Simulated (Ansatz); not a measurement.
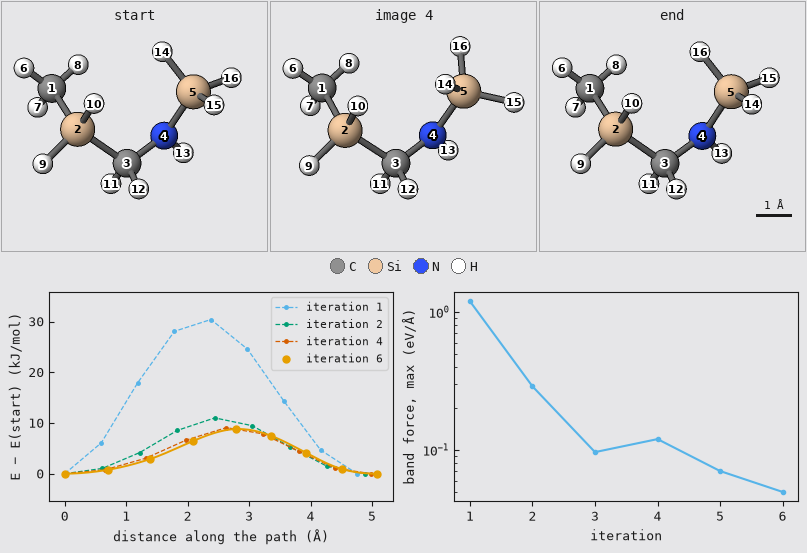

A search for the minimum-energy path of C2H11NSi2 by the nudged elastic band. Images are numbered from 0 (start) to 8 (end). The plot follows the band through its iterations. The picture is a ball-and-stick view, seen face on.

Method: RKS PBE0/def2-SVP (Ansatz).

The input:
```yaml
crystal:
  periodic: [false, false, false]
  atoms:
    - { symbol: C, position_ang: [-0.655125, -2.141207, -0.073885] }
    - { symbol: Si, position_ang: [0.92527, -1.132215, -0.170345] }
    - { symbol: C, position_ang: [0.637119, 0.518635, -1.070139] }
    - { symbol: "N", position_ang: [-0.392542, 1.363934, -0.492539] }
    - { symbol: Si, position_ang: [-0.506884, 1.848906, 1.171285] }
    - { symbol: H, position_ang: [-0.496862, -3.082681, 0.473843] }
    - { symbol: H, position_ang: [-1.020853, -2.388794, -1.082597] }
    - { symbol: H, position_ang: [-1.441124, -1.568781, 0.441781] }
    - { symbol: H, position_ang: [1.981049, -1.860922, -0.944308] }
    - { symbol: H, position_ang: [1.465983, -0.879797, 1.204386] }
    - { symbol: H, position_ang: [0.343033, 0.228819, -2.096021] }
    - { symbol: H, position_ang: [1.620115, 1.025872, -1.179188] }
    - { symbol: H, position_ang: [-0.765117, 2.041279, -1.15034] }
    - { symbol: H, position_ang: [-0.804553, 0.674538, 2.04867] }
    - { symbol: H, position_ang: [0.723674, 2.505504, 1.729112] }
    - { symbol: H, position_ang: [-1.636184, 2.82421, 1.234485] }
basis:
  gaussian: { orbitals: def2-SVP }
hamiltonian:
  xc: pbe0
neb:
  order_check: false
  images: 7
  f_tol: 0.05
  max_iterations: 36
  initial_path: idpp
  final_atoms:
    - { symbol: C, position_ang: [-0.82898658, -2.07427138, -0.16214912] }
    - { symbol: Si, position_ang: [0.83411504, -1.20310046, -0.14012656] }
    - { symbol: C, position_ang: [0.74637948, 0.48183428, -1.01850265] }
    - { symbol: "N", position_ang: [-0.23702173, 1.40720455, -0.48453235] }
    - { symbol: Si, position_ang: [-0.42393387, 1.86093435, 1.18162848] }
    - { symbol: H, position_ang: [-0.78666299, -3.03298254, 0.37701338] }
    - { symbol: H, position_ang: [-1.14821265, -2.27663896, -1.19642791] }
    - { symbol: H, position_ang: [-1.59581346, -1.44371903, 0.31304406] }
    - { symbol: H, position_ang: [1.8689453, -2.00632431, -0.8671458] }
    - { symbol: H, position_ang: [1.31054818, -1.02525863, 1.26972875] }
    - { symbol: H, position_ang: [0.49185594, 0.23661535, -2.06655303] }
    - { symbol: H, position_ang: [1.775745, 0.89961531, -1.05694565] }
    - { symbol: H, position_ang: [-0.49684564, 2.13308752, -1.14468868] }
    - { symbol: H, position_ang: [0.81546438, 2.39491534, 1.84272053] }
    - { symbol: H, position_ang: [-1.4661353, 2.93089296, 1.19753798] }
    - { symbol: H, position_ang: [-0.88244209, 0.69449566, 1.99959857] }
```

Command:
```bash
ansatz run input.yaml --threads 2 --pin off --max-ram 3072MiB --backend cpu --events-out ev --progress --plain --runs-dir out
```

> Judge this run.

The run is converged, with reservations. The band converged in 6 iterations. The largest component of the band force went from 1.2 to 0.05 eV/Å. The climbing image converged on the top of the path. Its vibrational analysis gives 2 imaginary modes over 30i cm⁻¹, so it isn't confirmed as a transition state. The first iteration put the highest image at 30.4 kJ/mol. The barrier is about 8.8 kJ/mol in both directions, with image 4 at the top; the ends have the same energy.
